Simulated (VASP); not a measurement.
Band structure of ZrC (rock salt). Calculation: optB88-vdW, VASP's PBE PAW potentials (set 64) (plane waves; VASP).

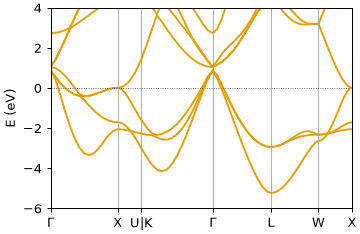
Figure: Bands along high-symmetry lines, zero at the valence-band maximum or, without a gap, the Fermi level

Read the plot: is there a gap, and where are the band edges?

It has no gap at this level: it comes out as a metal or semimetal. (Edges off the drawn lines would not show.)

The compound is ZrC in the rock salt structure. It was relaxed first.
